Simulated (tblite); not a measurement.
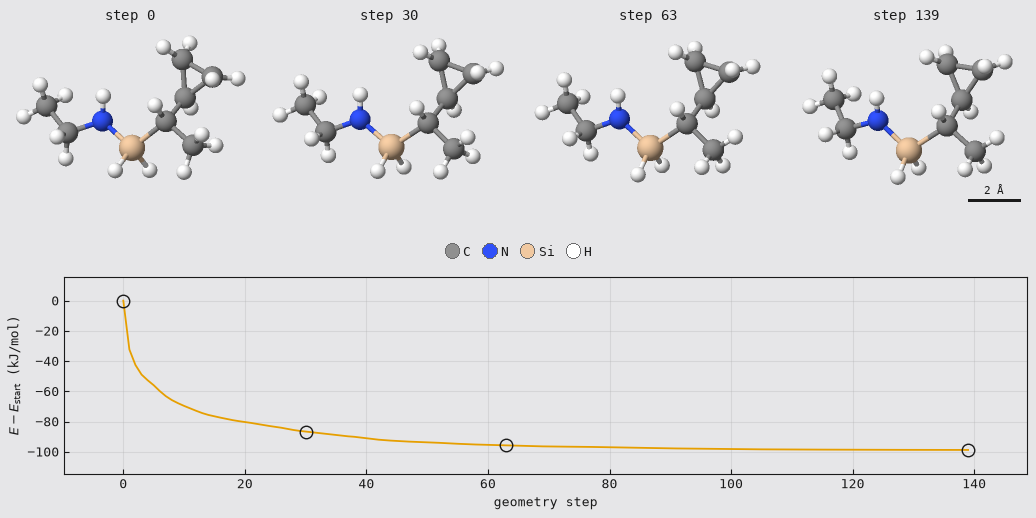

Frames of a relaxation of C7H17NSi, marked on the history of the run. A ball-and-stick model, seen at a tilt.

Level of theory: GFN2-xTB geometry optimisation, gas phase (tblite). 

> Describe the path.

The atom that moves furthest after the best rigid fit is an H atom (0.91 Å). Largest moves by element: H 0.91 Å, N 0.64 Å, C 0.51 Å, Si 0.21 Å. Near-neighbour distances that change, for instance: C–Si 1.843 → 1.904 Å, N–Si 1.763 → 1.710 Å, C–H 1.142 → 1.091 Å, H–N 1.051 → 1.008 Å. Bond angles that change, for instance: Si–N–H 109.1° → 120.0°, C–C–C 110.7° → 120.3°, C–N–Si 114.8° → 123.9°. Groups turn about C–C by about 40°, C–C by about 25°, C–C by about 20°. The energy falls by 98.8 kJ/mol in 139 geometry steps. From step 0 to 30: H atoms move most (0.43 Å), energy −86.6 kJ/mol. From step 30 to 63: an H atom moves most (0.55 Å), energy −9.17 kJ/mol. From step 63 to 139: an H atom moves most (0.49 Å), energy −3.00 kJ/mol.

| step | E − E(0), kJ/mol |
| --- | --- |
| 0 | 0.00 |
| 1 | -32.34 |
| 2 | -42.61 |
| 3 | -48.93 |
| 4 | -52.67 |
| 5 | -55.97 |
| 6 | -59.86 |
| 7 | -63.23 |
| 8 | -65.83 |
| 9 | -67.87 |
| 10 | -69.66 |
| 17 | -78.30 |
| 24 | -82.94 |
| 30 | -86.64 |
| 37 | -89.80 |
| 44 | -92.64 |
| 51 | -93.92 |
| 58 | -95.22 |
| 64 | -95.91 |
| 71 | -96.57 |
| 78 | -96.90 |
| 85 | -97.39 |
| 91 | -97.83 |
| 98 | -98.18 |
| 105 | -98.42 |
| 112 | -98.58 |
| 119 | -98.64 |
| 125 | -98.71 |
| 132 | -98.78 |
| 139 | -98.81 |
